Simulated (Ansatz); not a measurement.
**Equilibrium of SnH3Br + CuNH2 ⇌ SnH3(NH2) + CuBr at process temperatures**

Species: SnH3Br `[Br][SnH3]`, singlet; CuNH2 `[NH2][Cu]`, singlet; SnH3(NH2), singlet; CuBr (copper(i) bromide), singlet. The partners trade Br for NH2: Sn–Br and Cu–NH2 bonds give way to Sn–NH2 and Cu–Br.

The electronic reaction energy at wB97M-V/def2-TZVPP is -59.9 kJ/mol. Shapes: PBE0-D4/def2-TZVP. Programs: Ansatz 0.2.0. Enthalpy and entropy come from rigid-rotor, harmonic-oscillator sums on unscaled PBE0-D4/def2-TZVP wavenumbers, ideal gases at 1 bar. Symmetry numbers: SnH3Br 3, CuNH2 1, SnH3(NH2) 1, CuBr 1. R = 8.3145 J/(mol K).

```
T (K)  ΔH (kJ/mol)  ΔS (J/(mol K))
  800        -55.6            +4.4
 1100        -54.4            +5.7
 1400            ?               ?
```

**Question.** Work out ln K at 800 and 1100 K, and from these estimate it at 1400 K.

**Answer.** 
1. 800 K: ΔG = -55.6 − 800 × (+4.4)/1000 = -59.1 kJ/mol; ln K = −ΔG/RT = +8.89.
2. 1100 K: ΔG = -54.4 − 1100 × (+5.7)/1000 = -60.7 kJ/mol; ln K = −ΔG/RT = +6.64.
3. Slope against 1000/T: (+6.64 − (+8.89))/(0.9091 − 1.2500) = +6.60, that is −ΔH/R with ΔH near -55 kJ/mol.
4. 1400 K: ln K = +8.89 + (+6.60) × (0.7143 − 1.2500) = +5.35.

The full sums give ΔH = -53.3 kJ/mol, ΔS = +6.6 J/(mol K), ΔG = -62.5 kJ/mol and ln K = +5.37 at 1400 K, so the line is off by -0.02 in ln K; without rounding the miss is -0.03, from the change of ΔH with temperature. The products are favoured over this whole range. An error of 10 kJ/mol in the energy moves ln K by 0.9 at 1400 K. Soft modes are treated as harmonic, which can err either way at these temperatures; the lowest are those of SnH3Br (258 cm⁻¹), SnH3(NH2) (124 cm⁻¹). For atoms past krypton def2 sets carry core potentials with scalar relativity. Relativity is left out for Br, Cu.

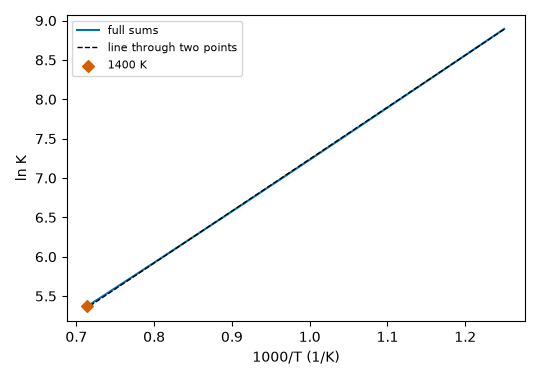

The van 't Hoff plot.
